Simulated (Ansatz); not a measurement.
# CH₇AlSiTe: a ladder of functionals and wavefunction methods

How much do the methods differ for CH₇AlSiTe? The plan is to run it at one geometry with functionals of several rungs and with coupled cluster, and see how far each lands from CCSD(T) at the basis-set limit for the atomisation energy.

Program: Ansatz 0.2.0, Gaussian basis. Level of theory: functionals in def2-TZVPP, the program's frozen cores in correlated methods. These are calculated values, not measurements.

The runs, in order: PBE-D4, r2SCAN-D4, PBE0-D4, B3LYP-D4, ωB97X-V, ωB97M-V, B2PLYP; CCSD(T)/def2-TZVPP; MP2/def2-QZVPP; extrapolation to the limit.

### 1 The relaxed structure

An earlier PBE0-D4 in a triple-zeta def2 set relaxation fixed the geometry. Te takes the def2 core potential; no spin-orbit term is included.

SMILES `[SiH3][CH2][AlH][TeH]`, 11 atoms, charge 0, spin multiplicity 1.

Atoms are counted from 1 here; the program's logs count them from 0.

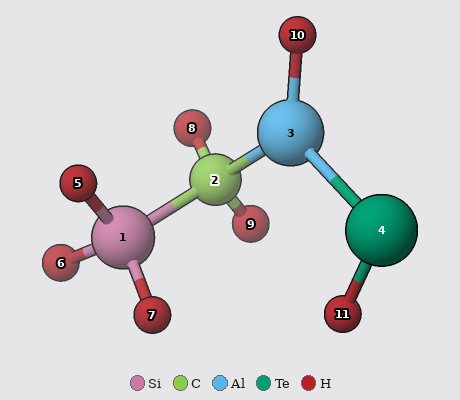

The geometry (silicon pink, carbon green, aluminium blue, tellurium teal, hydrogen red); atoms are numbered from 1 in the order of the file.

Coordinates:

```xyz
11
CH7AlSiTe
Si   -0.0846    1.5256   -0.4058
C     0.2741   -0.2342   -0.9184
Al    0.7818   -1.3832    0.5674
Te   -0.9497   -2.0588    2.2813
H     1.0476    2.0735    0.3941
H    -0.2934    2.4241   -1.5744
H    -1.3052    1.5709    0.4436
H     1.0814   -0.2354   -1.6588
H    -0.6249   -0.6359   -1.3992
H     2.2534   -1.9154    0.8056
H    -2.1152   -1.1883    1.4849
```

### 2 PBE-D4 (GGA)

Contents of in.yaml:

```yaml
crystal:
  periodic: [false, false, false]
  atoms:
    - {symbol: Si, position_ang: [-0.084601, 1.525592, -0.405799]}
    - {symbol: C, position_ang: [0.274055, -0.234160, -0.918370]}
    - {symbol: Al, position_ang: [0.781810, -1.383158, 0.567424]}
    - {symbol: Te, position_ang: [-0.949701, -2.058755, 2.281316]}
    - {symbol: H, position_ang: [1.047644, 2.073462, 0.394078]}
    - {symbol: H, position_ang: [-0.293395, 2.424117, -1.574422]}
    - {symbol: H, position_ang: [-1.305213, 1.570918, 0.443620]}
    - {symbol: H, position_ang: [1.081441, -0.235411, -1.658791]}
    - {symbol: H, position_ang: [-0.624924, -0.635930, -1.399157]}
    - {symbol: H, position_ang: [2.253417, -1.915422, 0.805608]}
    - {symbol: H, position_ang: [-2.115235, -1.188252, 1.484893]}
basis:
  gaussian: {orbitals: def2-TZVPP}
hamiltonian: {xc: pbe, dispersion: d4}
output: {forces: true, orbitals: {seedname: orbitals}}
```

Command:

```sh
$ ansatz run in.yaml --threads 4 --pin off --events-out ev --progress --plain --max-ram 10444MiB
```

Further steps of the session: r2SCAN-D4 (meta-GGA); PBE0-D4 (hybrid); B3LYP-D4 (hybrid); ωB97X-V (range-separated); ωB97M-V (range-separated); B2PLYP (double hybrid); CCSD(T) in def2-TZVPP; MP2 in def2-QZVPP.

Before running them: what should the planned runs give, taken together? Wanted: atomisation energy, CCSD(T)/CBS; farthest; mean size of error, hybrid; mean size of error, range-separated; gap, smallest and largest; T1 diagnostic; triples share of the correlation energy.

The runs gave:

| quantity | value |
| --- | --- |
| atomisation energy, CCSD(T)/CBS | 34.572 eV |
| functionals within 0.346 eV (1.0 %) | r2SCAN-D4, B3LYP-D4, ωB97X-V, ωB97M-V |
| farthest | B2PLYP (-0.761 eV) |
| mean size of error, hybrid | 0.392 eV |
| mean size of error, range-separated | 0.134 eV |
| gap, smallest and largest | 3.72 eV (PBE-D4), 9.40 eV (ωB97X-V) |
| T1 diagnostic | 0.0111 |
| triples share of the correlation energy | 3.0 % |

What this shows: PBE-D4 is off by -0.346 eV. Double hybrids carry the basis error of their MP2 part in triple zeta, and no dispersion term here, so their miss is partly the set-up's. Misses under about 0.346 eV are within the doubt on the reference itself, which lacks core-valence correlation, spin-orbit coupling and higher excitations, and its outer-core shells are covered unevenly. All levels share the lack of spin-orbit coupling, which lowers the free heavy atoms and so the true binding. Hartree-Fock recovers 75 % of the binding; the rest is correlation. The gap grows from 3.7 to 9.4 eV across the functionals, mostly with the share of exact exchange. Correlated methods include outer-core shells of Te, which these sets cover unevenly.
